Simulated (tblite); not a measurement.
## C3H9PSSi2: nudged elastic band

- system: C3H9PSSi2, SMILES C=C(C)[Si@@H]1P[SiH2]S1
- method: GFN2-xTB climbing-image nudged elastic band, gas phase (tblite 0.8.0)

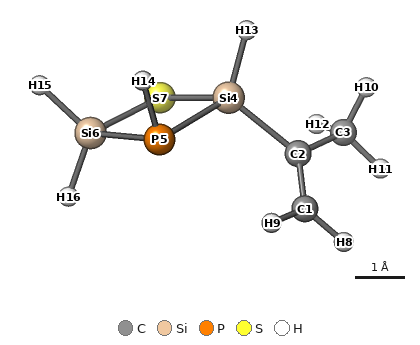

Fig. 1: The structure (ball-and-stick view, seen at a tilt; atoms are numbered from 1 in the order of the input). Bond lengths as drawn: C–C 1.33 to 1.49 Å, C–H 1.08 to 1.09 Å, C–Si 1.88 Å, H–P 1.38 Å, H–Si 1.45 to 1.46 Å, P–Si 2.25 to 2.26 Å and S–Si 2.16 to 2.19 Å.

Input file:
```
{"job": {"xc": "GFN2-xTB", "basis": "xTB", "kind": "neb"}, "charge": 0, "multiplicity": 1}
C     -1.401954    -0.383860    -1.574129
C     -1.319082    -0.081139    -0.285636
C     -2.406255    -0.387479     0.693363
Si     0.221355     0.735539     0.424064
P      1.849663     0.972461    -1.125281
Si     2.955870    -0.393717     0.284483
S      1.329377    -0.666235     1.682006
H     -2.267853    -0.871065    -1.996130
H     -0.601975    -0.151375    -2.260728
H     -2.776301     0.534097     1.139588
H     -3.234003    -0.906618     0.215726
H     -2.013331    -1.005856     1.498553
H     -0.029037     1.919901     1.245933
H      2.348834     2.143034    -0.592732
H      4.073930     0.218480     0.986980
H      3.263166    -1.667225    -0.347470
```

The first line tells a small driver script what to run in tblite; the rest is the geometry in Å.

Run on 1 CPU thread, shared host.

Launch command:
```bash
OMP_NUM_THREADS=1 python <driver script> task.json out
```

The program's output:
```
image   E - E0 / eV
  0       0.0000
  1       0.1193
  2       0.8480
  3       0.1508
  4       0.0477
  5       0.0292
  6       0.0212
```

Summary:

- outcome: converged
- forward barrier: 0.848 eV
- wall time: 2.8 s
- peak memory: 0.19 GiB
